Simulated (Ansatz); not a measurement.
## AgF (model cell, started as NiAs type): a soft mode frozen in

Which phase does AgF (model cell, started as NiAs type) fall into along its unstable mode, and how much energy does it gain?

Method: DFT PBEsol, scalar-relativistic, plane waves, PAW, in Ansatz 0.2.0.

The structure was built from a prototype and need not be the compound's stable phase.

## 1. The starting structure

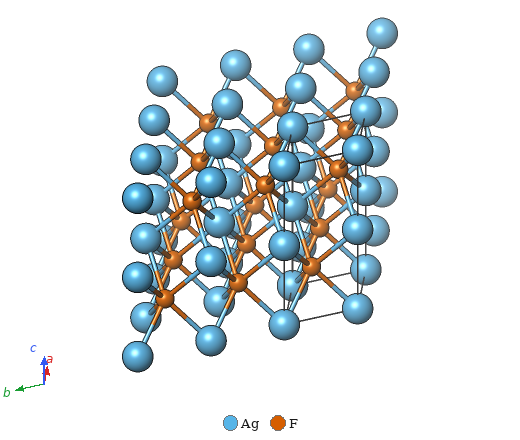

The cell as given, from a free direction (silver blue, fluorine orange). 3×3×1 cells are drawn. Bonds to atoms that aren't drawn are left out. Some periodic images of atoms are drawn too.

## 2. Phonons on a q mesh

The cell comes from relaxations at this level that are not shown. Stability and thermal properties need the whole zone. Linear response on a 3×3×2 q mesh gives force constants as far as a supercell of that size would.

input.yaml reads:

```yaml
crystal:
  lattice:
    - [3.0380659028, 2.5779e-06, 0.0]
    - [-1.5190351839, 2.6310409612, 0.0]
    - [0.0, 0.0, 6.8619586866]
  atoms:
    - { symbol: Ag, position: [0.0, 0.0, 0.0] }
    - { symbol: Ag, position: [0.0, 0.0, 0.5] }
    - { symbol: F, position: [0.3333333333, 0.6666666667, 0.25] }
    - { symbol: F, position: [0.6666666667, 0.3333333333, 0.75] }
kpoints:
  mp_grid: { grid: [15, 15, 6] }
hamiltonian:
  xc: pbesol
scf:
  occupations: { method: methfessel_paxton, width: 0.2 }
output:
  eigenvalues: true
phonons:
  method: dfpt
  qmesh: [3, 3, 2]
  temperatures: { t_max: 1000, t_step: 50 }
  qpath:
    path:
      - [[0.0, 0.0, 0.0], [0.5, 0.0, 0.0], [0.33333333, 0.33333333, 0.0], [0.0, 0.0, 0.0], [0.0, 0.0, 0.5], [0.5, 0.0, 0.5], [0.33333333, 0.33333333, 0.5], [0.0, 0.0, 0.5]]
      - [[0.5, 0.0, 0.5], [0.5, 0.0, 0.0]]
      - [[0.33333333, 0.33333333, 0.5], [0.33333333, 0.33333333, 0.0]]
    npoints: 10
```

Launch:

```sh
$ ansatz run input.yaml --threads 4 --pin off --max-ram 7168MiB --backend cpu --events-out ev --progress --plain --runs-dir out
```

Numbers of over 12 decimals in the logs are rounded to 6 here.

Log:

```text
Warning: phonons: the dynamical matrix that this run interpolates holds no multipole term above the dipole-dipole one, and a site of this crystal is no centre of inversion, so its interpolated transverse optical and acoustic branches and sound speeds can stay off near Gamma, and the density of states and the thermodynamics with them. What a run solves at a wave vector of phonons.qpoints, Gamma apart, where the deck admits one, is free of this, and under fd what a larger phonons.supercell samples
Engine: ansatz 0.2.0, x86_64-unknown-linux-gnu
Pseudopotentials: kind: paw
Pseudopotential: Ag, paw, valence charge 19, recommended cutoff 420 eV (normal), Ag.paw.azcp
Pseudopotential: F, paw, valence charge 7, recommended cutoff 420 eV (normal), F.paw.azcp
Functional definition: PBEsol
  exchange = pbesol_x
  correlation = pbesol_c
Crystal: 4 atoms, lattice volume = 54.850 Å³
Basis set: ecut = 420 eV, 1079 PW (Γ), exchange–correlation on 48×48×96 points (8 copies of the dense FFT grid, shifted against one another)
Bands: 32, of which v1, the nominal top of the filled ones, is band 26 counted from 1 (25 counted from 0)
Symmetry: 24 space group operations
k-points: 108 of 1350
Non-local potential: Ag, projectors of the file, l = 0: 3, l = 1: 2, l = 2: 2, l = 3: 1
Non-local potential: F, projectors of the file, l = 0: 2, l = 1: 2, l = 2: 1
PAW form: soft (Blöchl's): semilocal exchange-correlation on the pseudo side does not see the compensation charge
PAW frozen core: Ag, regenerated for the run's functional, and the local potential with it (the file was generated under x = pbe(κ = 0.804, μ = 0.219515), c = pbe(β = 0.066725))
PAW frozen core: F, regenerated for the run's functional, and the local potential with it (the file was generated under x = pbe(κ = 0.804, μ = 0.219515), c = pbe(β = 0.066725))
PAW one-centre angular grid: Ag, 590 points (default); XC on 64 Gauss nodes
PAW one-centre angular grid: F, 110 points (default); XC on 64 Gauss nodes
Initial density: superposition of atomic densities (neutral atoms: chi_scale 0, normalization atom), corrected by the library's trained network
Initial wavefunctions: pseudopotential atomic-orbital guess
Functional: x = pbesol(κ = 0.804, μ = 0.123457), c = pbesol(β = 0.046)
SCF iter   1: F=—  HF=-16643.177056 eV  |F-HF|=—  |Δ(HF+E_count)|=         —  Δρ=1.76e-2  dr2=1.19e-1  ethr=1.77e-3  ⟨swp⟩=4.7  Hψ=11685  notcnv=0
preconditioner: auto → LDOS  [metal: Δε(μ)=0.059 eV  Ē_g=13.144 eV  σ=0.200 eV  W_gap=0.25  n_scr=22 (ndim 8)  ℏωp=30.1 eV  f_vac=0.034  D(μ)=1.24/eV (n_scr^D=4)  β→1.0]
SCF iter   2: F=—  HF=-16643.212149 eV  |F-HF|=—  |Δ(HF+E_count)|=   3.51e-2  S|Δr|=    0.00e0  Δρ=2.42e-2  dr2=2.12e-1  ethr=2.29e-4  ⟨swp⟩=2.0  Hψ=7389  notcnv=0  defer=169
SCF iter   3: F=—  HF=-16643.152152 eV  |F-HF|=—  |Δ(HF+E_count)|=   6.00e-2  S|Δr|=    0.00e0  Δρ=7.62e-3  dr2=2.05e-2  ethr=2.29e-4  ⟨swp⟩=2.2  Hψ=5023  notcnv=0  defer=169
SCF iter   4: F=—  HF=-16643.145712 eV  |F-HF|=—  |Δ(HF+E_count)|=   6.44e-3  S|Δr|=    0.00e0  Δρ=5.96e-4  dr2=1.80e-4  ethr=3.95e-5  ⟨swp⟩=2.0  Hψ=5007  notcnv=0  defer=169
SCF iter   5: F=—  HF=-16643.145678 eV  |F-HF|=—  |Δ(HF+E_count)|=   3.40e-5  S|Δr|=    0.00e0  Δρ=7.19e-5  dr2=1.10e-6  ethr=3.46e-7  ⟨swp⟩=2.2  Hψ=5264  notcnv=0  defer=169
SCF iter   6: F=—  HF=-16643.145669 eV  |F-HF|=—  |Δ(HF+E_count)|=   9.02e-6  S|Δr|=    0.00e0  Δρ=6.76e-6  dr2=1.78e-8  ethr=2.11e-9  ⟨swp⟩=2.0  Hψ=5385  notcnv=0  defer=157
SCF iter   7: F=—  HF=-16643.145669 eV  |F-HF|=—  |Δ(HF+E_count)|=  7.28e-12  S|Δr|=    0.00e0  Δρ=7.54e-7  dr2=2.05e-10  ethr=3.42e-11  ⟨swp⟩=2.1  Hψ=4681  notcnv=0  defer=156
SCF iter   8: F=-16643.145669 eV  HF=-16643.145669 eV  |F-HF|=3.64e-12  |Δ(HF+E_count)|=  3.64e-12  S|Δr|=    0.00e0  Δρ=7.69e-8  dr2=9.85e-13  ethr=1.00e-12  ⟨swp⟩=9.2  Hψ=16382  notcnv=0
SCF 1 converged in 8 iterations: F = -16643.145669 eV  dr2 = 9.85e-13
  greatest PAW one-centre occupation: 1.001 electrons in one spin orbital (limit 2), on the Ag atom at site 1 (counted from 0), in its partial waves of l = 0
Initial density: read from a saved state, or passed on in memory by an earlier SCF of this step, an earlier step, the calling program or the single point that the run made first
iter 1 solved again at ethr=6.20e-9 eV; its pass at ethr=3.10e-3 eV (dr2=3.23e-6 eV) is discarded
SCF iter   1: F=—  HF=-16643.145669 eV  |F-HF|=—  |Δ(HF+E_count)|=         —  Δρ=1.97e-7  dr2=1.19e-11  ethr=6.20e-9  ⟨swp⟩=3.7  Hψ=21308  notcnv=0
eigensolver tolerance schedule: the retry pair's looser diagonalisation over-reported the residual by 270894.67 of it (diagonalisation noise at 1.18 of the residual, at the tolerance the schedule requests for it); recorded, not acted on — ethr = c·dr2/N_el stays at c = 1.0e-1
preconditioner: auto → LDOS  [insulator: Δε(μ)=0.140 eV  Ē_g=13.243 eV  σ=0.200 eV  W_gap=0.53  n_scr=22 (ndim 8)  ℏωp=30.1 eV  f_vac=0.031  D(μ)=1.20/eV (n_scr^D=4)  ε∞_Penn≈6.2  β→1.0]
SCF iter   2: F=—  HF=-16643.145669 eV  |F-HF|=—  |Δ(HF+E_count)|=   1.03e-9  S|Δr|=    0.00e0  Δρ=3.94e-7  dr2=5.42e-11  ethr=1.00e-12  ⟨swp⟩=2.3  Hψ=6320  notcnv=0
SCF iter   3: F=-16643.145669 eV  HF=-16643.145669 eV  |F-HF|=7.28e-12  |Δ(HF+E_count)|=  2.18e-11  S|Δr|=    0.00e0  Δρ=1.11e-7  dr2=3.93e-12  ethr=1.00e-12  ⟨swp⟩=2.9  Hψ=10093  notcnv=0
SCF 2 converged in 3 iterations: F = -16643.145669 eV  dr2 = 3.93e-12
phonons: the bands overlap, so this run is a metal and interpolates without the dipole-dipole term. If the crystal is really an insulator or semiconductor, its LO-TO splitting is missing
NSCF: frozen V_eff on 108 k-points
NSCF: frozen V_eff on 676 k-points
DFPT response loops at q = (0, 0, 0) (fractional): preconditioner auto → Kerker (q_TF=auto, 2.704 Å⁻¹) (partly filled bands, converged f_vac=0.031); β = 1.00, the filter's whole step (`scf.mixing.beta` (0.50) is not read by the response loops under this deck's `scf.mixing.preconditioner`; to damp them name `kerker` or `kerker_dos`, under which they read `scf.mixing.beta`, and type it under 1.00, their step now; both keys bind the ground state too); Broyden in place of MSR1
NSCF: frozen V_eff on 1352 k-points
DFPT response loops at q = (0, 0, -0.5) (fractional): mixed as the last ones told, above
NSCF: frozen V_eff on 2700 k-points
DFPT response loops at q = (0, 0.333333, 0) (fractional): mixed as the last ones told, above
NSCF: frozen V_eff on 2700 k-points
DFPT response loops at q = (0, 0.333333, -0.5) (fractional): mixed as the last ones told, above
NSCF: frozen V_eff on 2700 k-points
DFPT response loops at q = (0.333333, 0.333333, 0) (fractional): mixed as the last ones told, above
NSCF: frozen V_eff on 2700 k-points
DFPT response loops at q = (0.333333, 0.333333, -0.5) (fractional): mixed as the last ones told, above
SCF converged after 8 iterations
Stability not checked: this state was not tested for a lower state beside it, because cold or Methfessel-Paxton smearing, or corrected tetrahedra, fill the levels in a way that the test cannot read (fill_not_monotonic; see scf.lower_state_search)
Free energy (F): -16643.145669 eV
Harris-Foulkes:  -16643.145669 eV  (|F-HF|=3.64e-12)
Internal energy: -16643.152227 eV  (E = F + TS)
E sigma→0 (E₀):  -16643.147308 eV
Entropy (-TS):   0.006557 eV (1.639 meV/atom)
Fermi energy:    10.301415 eV
--- Per-component energies (eV) ---
  E_band       = -625.256868
  E_kinetic    = 1465.817424
  E_local      = -5894.791752  (includes V_loc(G=0)·N_el)
  E_nonlocal   = 321.254040
  E_hartree    = 2555.269447
  E_xc         = -519.751237
  E_vxc        = -665.066560  (∫ρ·V_xc dr)
  E_paw        = -8062.253917  (= ΣΔE_a)
  E_vpaw       = -963.013296  (= ΣTr[D̂ρ^β])
  E_aug_tail   = 0.004373  (compensation charges beyond the density's cutoff)
  E_ewald      = -6509.430968
  E_core_change = 0.730363  (= ΣΔE_core)
  E_smearing   = 0.006557  (= −TS)
  E_closure    = -0.000000  (closes the sum)
  Σ components = -16643.145669   (vs F -16643.145669, Δ=0.00e0)
--- Band table (eV; the first three rows and the last of 108) ---
  k-point 0: bands = [... 22 lower, 9.0142, 9.0142, 9.7516, 9.7525, 9.7525, 14.2040, 15.7915, 22.9835, ... 2 higher]
  k-point 1: bands = [... 22 lower, 9.0560, 9.0560, 9.7046, 9.7046, 9.9817, 13.5348, 16.5340, 22.1055, ... 2 higher]
  k-point 2: bands = [... 22 lower, 9.1862, 9.1862, 9.5700, 9.5700, 10.6024, 12.4864, 17.8052, 20.6660, ... 2 higher]
  k-point 107: bands = [... 22 lower, 9.1893, 9.1893, 10.2581, 10.2581, 17.9408, 17.9408, 18.1088, 18.1088, ... 2 higher]
--- Phonons (Γ-DFPT): 4 representative perturbations + reference (Σ response iterations 14) ---
  ASR residual: 5.151e-5 → 0.000e0 eV/Å²; symmetrization residual: 2.884e-6 eV/Å²
  ASR residual per site (eV/Å²): 2.44e-5 2.44e-5 5.15e-5 5.15e-5
  Γ frequencies (cm⁻¹): -26.44 -26.44 0.00 0.00 0.00 40.58 40.58 116.09 116.09 164.11 258.48 314.38
--- Phonons (arbitrary-q DFPT): 6 irreducible q on the 3×3×2 mesh ---
  q = [0.0000, 0.0000, 0.0000] (star 1, of the zone-centre solve; hermiticity 7.87e-7, symmetrization 1.32e-7): -26.44 -26.44 -0.00 0.00 0.00 40.58 40.58 116.09 116.09 164.11 258.48 314.38
  q = [0.0000, 0.0000, -0.5000] (star 1, 4 solved perturbations in 1382 linear systems a pass and spin channel, the states on 676 of 1350 k-point pairs; hermiticity 6.06e-7, symmetrization 1.14e-7): -21.53 -21.53 -21.53 -21.53 82.31 82.31 82.31 82.31 111.13 111.13 296.54 296.54
  q = [0.0000, 0.3333, 0.0000] (star 6, 6 solved perturbations in 5700 linear systems a pass and spin channel, the states on 1350 of 1350 k-point pairs; hermiticity 1.09e-6, symmetrization 2.80e-7): -20.19 36.23 50.42 59.72 62.24 91.79 118.88 155.45 191.93 216.03 221.98 261.20
  q = [0.0000, 0.3333, -0.5000] (star 6, 6 solved perturbations in 5700 linear systems a pass and spin channel, the states on 1350 of 1350 k-point pairs; hermiticity 1.01e-6, symmetrization 3.53e-7): 36.41 36.41 42.65 42.65 105.84 105.84 119.48 119.48 211.28 211.28 239.28 239.28
  q = [0.3333, 0.3333, 0.0000] (star 2, 4 solved perturbations in 2680 linear systems a pass and spin channel, the states on 1350 of 1350 k-point pairs; hermiticity 9.65e-7, symmetrization 1.76e-7): -35.71 -35.71 74.63 80.72 90.44 90.44 183.60 183.60 202.08 202.08 218.31 225.59
  q = [0.3333, 0.3333, -0.5000] (star 2, 4 solved perturbations in 2680 linear systems a pass and spin channel, the states on 1350 of 1350 k-point pairs; hermiticity 1.22e-6, symmetrization 3.18e-7): -35.60 -35.60 76.58 76.58 97.37 97.37 131.07 131.07 220.02 220.02 229.49 229.49
  sum rule: each row above includes the acoustic sum rule's correction from the zone centre's row sums; it moved no ω² by more than (0.86 cm⁻¹)²
  mesh force constants: q→R imaginary residual 1.17e-16; ASR residual 5.151e-5 → 0.000e0 eV/Å²; symmetrization residual 2.665e-15 eV/Å²
  interpolated dispersion: 93 rows × 12 modes
  density of states and harmonic sums: on the 24×24×10 q-mesh, interpolated from the force constants of a 3×3×2 supercell (no non-analytic term)
  largest difference from the sums on the solved wave vectors: F 1.19e-1 eV, S 1.51e-4 and C_V 3.23e-5 eV/K
  zero-point energy: 0.090728 eV/cell   skipped modes (ω ≤ 0): 371, of them read as no rigid motion or as one in doubt: 368 (9.047e-1 modes/cell left out, lowest -37.30 cm⁻¹)   left out of the sums: 7.54e-2 of the cell's modes: C_V's classical limit lies that fraction below 3 k_B per atom; for a crystal, a wire or a layer, F and S can be off by more, and a phonons.interpolated_qmesh denser along its periods is the remedy for the sampling
```

Elapsed: 9.5 min, on 4 threads of Intel Xeon 6975P-C (Granite Rapids), shared host; peak memory 4.7 GiB; 35 min of CPU time.

Reading the cycles: dr2 is the Hartree energy of the density residual (eV), the measure of convergence; HF is the Harris–Foulkes estimate of the energy, which meets the free energy F at convergence.

This step gave:

```
volume per atom                                         : 13.71 Å³
gap on the k-mesh                                       : 0 eV
sum-rule residual before enforcement                    : 5.15e-5 eV/Å²
lowest frequency on the path                            : -37.28 cm⁻¹
point group                                             : 6/mmm
highest frequency on the path or at a solved wavevector : 314.4 cm⁻¹
highest optical mode at the zone centre (no LO-TO term) : 314.4 cm⁻¹
lowest optical zone-centre mode                         : -26.44 cm⁻¹
lowest mode on the q mesh (acoustic modes at Γ apart)   : -35.71 cm⁻¹
```

Frequencies (cm⁻¹) solved at each irreducible wavevector; negative means imaginary. Frequencies by wavevector, by row:

| q in reciprocal lattice units | star | mode 1 | mode 2 | mode 3 | mode 4 | mode 10 | mode 11 | mode 12 |
| --- | --- | --- | --- | --- | --- | --- | --- | --- |
| 0 0 0 | 1 | -26.4 | -26.4 | 0 | 0 | 164.1 | 258.5 | 314.4 |
| 0 0 -0.5 | 1 | -21.5 | -21.5 | -21.5 | -21.5 | 111.1 | 296.5 | 296.5 |
| 0 0.3333 0 | 6 | -20.2 | 36.2 | 50.4 | 59.7 | 216 | 222 | 261.2 |
| 0 0.3333 -0.5 | 6 | 36.4 | 36.4 | 42.6 | 42.6 | 211.3 | 239.3 | 239.3 |
| 0.3333 0.3333 0 | 2 | -35.7 | -35.7 | 74.6 | 80.7 | 202.1 | 218.3 | 225.6 |
| 0.3333 0.3333 -0.5 | 2 | -35.6 | -35.6 | 76.6 | 76.6 | 220 | 229.5 | 229.5 |

Interpolated from a 3×3×2 q mesh. Phonon branches along the path, in cm⁻¹:

| point | branch 1 | branch 2 | branch 3 | branch 4 | branch 9 | branch 10 | branch 11 | branch 12 |
| --- | --- | --- | --- | --- | --- | --- | --- | --- |
| Γ | -26 | -26 | 0 | 0 | 116 | 164 | 258 | 314 |
| M | -33 | 46 | 48 | 64 | 166 | 239 | 246 | 252 |
| K | -36 | -36 | 75 | 81 | 202 | 202 | 218 | 226 |
| Γ | -26 | -26 | 0 | 0 | 116 | 164 | 258 | 314 |
| A | -22 | -22 | -22 | -22 | 111 | 111 | 296 | 296 |
| L | 46 | 46 | 70 | 70 | 205 | 205 | 251 | 251 |
| H | -36 | -36 | 77 | 77 | 220 | 220 | 230 | 230 |
| A | -22 | -22 | -22 | -22 | 111 | 111 | 296 | 296 |
| jump to L | 46 | 46 | 70 | 70 | 205 | 205 | 251 | 251 |
| M | -33 | 46 | 48 | 64 | 166 | 239 | 246 | 252 |
| jump to H | -36 | -36 | 77 | 77 | 220 | 220 | 230 | 230 |
| K | -36 | -36 | 75 | 81 | 202 | 202 | 218 | 226 |

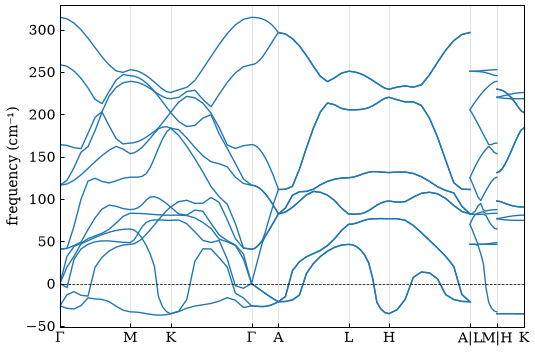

Phonon branches along the path.

Symmetry leaves 6 wavevectors to solve. The lowest mode among them, the acoustic zeros apart, lies at q = (0.333, 0.333, 0) and is imaginary, 35.7i cm⁻¹, so the energy falls along it.

## 3. The mode frozen in, largest atomic shift 0 Å

The mode followed lies at q = (0.333, 0.333, 0) with frequency 35.7i cm⁻¹ and is 2-fold degenerate, the softest among the wavevectors solved. At small amplitude the distorted cell has space group no. 157 by a symmetry search on the positions. The undistorted cell that holds it gives the zero of energy on the same k mesh.

System of this step: AgF (model cell, started as NiAs type). Symmetry: P6_3/mmc, No. 194, hexagonal system. Conventional cell: a = 3.038 Å, b = 3.038 Å, c = 6.862 Å, α = 90.00°, β = 90.00°, γ = 120.00°. Nearest to Ag lie 6 F at 2.45 Å. Nearest to F lie 6 Ag at 2.45 Å. Farther neighbours and most contacts between anions are not listed.

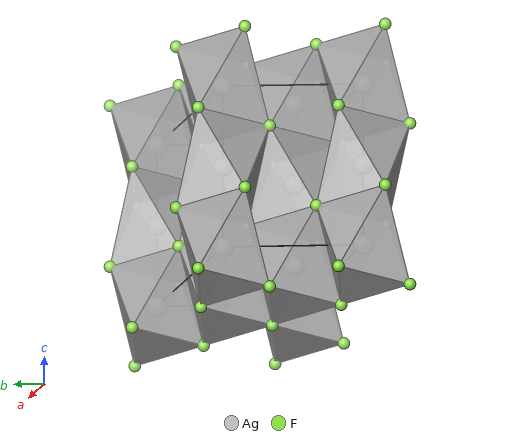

The cell of this step (silver light grey, fluorine green). Some periodic images of atoms are drawn too.

input.yaml reads:

```yaml
crystal:
  lattice:
    - [4.5570966216, 2.6310461171, 0.0]
    - [-4.4651e-06, 5.2620845003, 0.0]
    - [0.0, 0.0, 6.8619586866]
  atoms:
    - { symbol: Ag, position: [0.3333333333, 0.3333333333, 0.0] }
    - { symbol: Ag, position: [0.6666666667, 0.6666666667, 0.0] }
    - { symbol: Ag, position: [0.0, 1.0, 0.0] }
    - { symbol: Ag, position: [0.3333333333, 0.3333333333, 0.5] }
    - { symbol: Ag, position: [0.6666666667, 0.6666666667, 0.5] }
    - { symbol: Ag, position: [0.0, 1.0, 0.5] }
    - { symbol: F, position: [1.0, 0.3333333333, 0.25] }
    - { symbol: F, position: [0.3333333333, 0.6666666667, 0.25] }
    - { symbol: F, position: [0.6666666667, 0.0, 0.25] }
    - { symbol: F, position: [0.3333333333, 0.0, 0.75] }
    - { symbol: F, position: [0.6666666667, 0.3333333333, 0.75] }
    - { symbol: F, position: [1.0, 0.6666666667, 0.75] }
kpoints:
  mp_grid: { grid: [9, 9, 6] }
hamiltonian:
  xc: pbesol
scf:
  occupations: { method: methfessel_paxton, width: 0.2 }
output:
  forces: true
  stress: true
  eigenvalues: true
```

Log:

```text
[...]
Crystal: 12 atoms, lattice volume = 164.549 Å³
Basis set: ecut = 420 eV, 3221 PW (Γ), exchange–correlation on 72×72×96 points (8 copies of the dense FFT grid, shifted against one another)
Bands: 94, of which v1, the nominal top of the filled ones, is band 78 counted from 1 (77 counted from 0)
Symmetry: 72 space group operations
[...]
k-points: 48 of 486
[...]
k-point 0: bands = [... 74 lower, 9.7525, 9.8427, 9.8427, 9.8427, 9.8427, 14.2040, 15.7915, 17.8946, ... 12 higher]
  k-point 1: bands = [... 74 lower, 9.9817, 9.9941, 9.9941, 9.9941, 9.9941, 13.5348, 16.5340, 17.8954, ... 12 higher]
  k-point 2: bands = [... 74 lower, 10.1840, 10.1840, 10.1840, 10.1840, 10.6024, 12.4864, 17.8052, 17.9075, ... 12 higher]
  k-point 47: bands = [... 74 lower, 9.5752, 9.5752, 9.5752, 9.5752, 13.7622, 13.7622, 13.7622, 13.7622, ... 12 higher]
[key lines of the parts left out:]
SCF converged after 7 iterations
Free energy (F): -49929.436955 eV
Fermi energy:    10.301474 eV
P = ⅓ Tr σ = -0.0030 GPa (-0.030 kbar)
```

The job ended after 8.2 s (4 threads; peak memory 0.99 GiB).

This step gave:

```yaml
pressure: -0.002974 GPa
energy_from_the_undistorted_cell: 0 meV/atom
```

The run ends at a pressure of 0.00 GPa.

## 4. The mode frozen in, largest atomic shift 0.22 Å

The atoms are moved along the unstable eigenvector, the largest shift by 0.22 Å, with the cell fixed.

input.yaml reads:

```yaml
crystal:
  lattice:
    - [4.5570966216, 2.6310461171, 0.0]
    - [-4.4651e-06, 5.2620845003, 0.0]
    - [0.0, 0.0, 6.8619586866]
  atoms:
    - { symbol: Ag, position: [0.3333327696, 0.3498296884, -1.036e-07] }
    - { symbol: Ag, position: [0.6831626949, 0.6501705619, 2.073e-07] }
    - { symbol: Ag, position: [-0.0164960629, 0.9999997496, -1.036e-07] }
    - { symbol: Ag, position: [0.3333338971, 0.3168369782, 0.4999998964] }
    - { symbol: Ag, position: [0.6501706385, 0.6831627714, 0.5000002073] }
    - { symbol: Ag, position: [0.0164960629, 1.0000002504, 0.4999998964] }
    - { symbol: F, position: [1.0, 0.3333333333, 0.2499999311] }
    - { symbol: F, position: [0.3333333333, 0.6666666667, 0.2499999229] }
    - { symbol: F, position: [0.6666666667, 0.0, 0.250000146] }
    - { symbol: F, position: [0.3333333333, 0.0, 0.7820608168] }
    - { symbol: F, position: [0.6666666667, 0.3333333333, 0.73396995] }
    - { symbol: F, position: [1.0, 0.6666666667, 0.7339703963] }
kpoints:
  mp_grid: { grid: [9, 9, 6] }
hamiltonian:
  xc: pbesol
scf:
  occupations: { method: methfessel_paxton, width: 0.2 }
output:
  forces: true
  stress: true
  eigenvalues: true
```

Log:

```text
[...]
k-point 0: bands = [... 74 lower, 9.6886, 9.8560, 9.8694, 9.9371, 9.9371, 14.1772, 15.7667, 17.9436, ... 12 higher]
  k-point 1: bands = [... 74 lower, 9.8677, 9.9938, 10.0428, 10.0428, 10.0588, 13.5204, 16.4763, 17.9384, ... 12 higher]
  k-point 2: bands = [... 74 lower, 10.1034, 10.1735, 10.2051, 10.2051, 10.6246, 12.4831, 17.5314, 17.8714, ... 12 higher]
  k-point 61: bands = [... 74 lower, 9.7784, 9.9573, 9.9887, 9.9887, 12.9229, 12.9921, 12.9921, 14.6641, ... 12 higher]
[key lines of the parts left out:]
SCF converged after 9 iterations
Free energy (F): -49929.446447 eV
Fermi energy:    10.292251 eV
P = ⅓ Tr σ = 0.2772 GPa (2.772 kbar)
```

Run time: 13 s. Hardware: 4 threads; peak memory 1 GiB.

Numbers from this step:

- pressure: 0.2772 GPa
- energy from the undistorted cell: -0.837 meV/atom

The energy, extrapolated to zero smearing, is -0.84 meV/atom against the undistorted cell.

The run ends at a pressure of 0.28 GPa, with forces up to 0.072 eV/Å.

[end of part 1 of 2]

[Logs are printed without paths, hosts, clocks, repeated set-up lines and the standing remarks that a program may print on its own settings, such as how far it seeks lower states.]

[Hosts, paths, dates, database ids (printed as entryN), source tags and the programs' standing remarks are cut or masked in the printed files.]
